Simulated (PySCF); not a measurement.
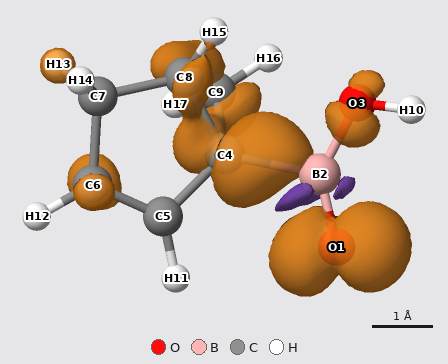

C$_{6}$H$_{8}$BO$_{2}$ (doublet). Isosurfaces of the spin density at +0.02 (orange) and −0.02 e/Å³ (purple), seen at a tilt.

Geometry: GFN2-xTB.

Computed with UKS B3LYP, pcH-1 on B C H O, non-relativistic, mean-field spin-orbit, GIAO in PySCF.

```tsv
atom	x (Å)	y (Å)	z (Å)
O	2.9451	0.0982	-0.4710
B	1.9748	0.7938	-0.0869
O	1.7763	2.0239	0.4843
C	0.4502	0.0672	-0.3122
C	0.3333	-1.3762	-0.5334
C	-0.7540	-1.8593	0.0701
C	-1.5220	-0.7955	0.7984
C	-0.7326	0.4659	0.5249
C	-0.6109	0.9381	-0.9062
H	2.6002	2.4819	0.6478
H	1.0562	-1.9248	-1.1074
H	-1.1041	-2.8761	0.0205
H	-2.5435	-0.7221	0.4144
H	-1.5907	-1.0135	1.8669
H	-0.6577	1.2175	1.2942
H	-0.3921	1.9862	-1.0377
H	-1.2355	0.5068	-1.6766
```

Where is the unpaired spin?

The unpaired spin (1 electron) lies mostly on O1 (about 0.5) and C4 (about 0.2), in electrons by Hirshfeld's partition.
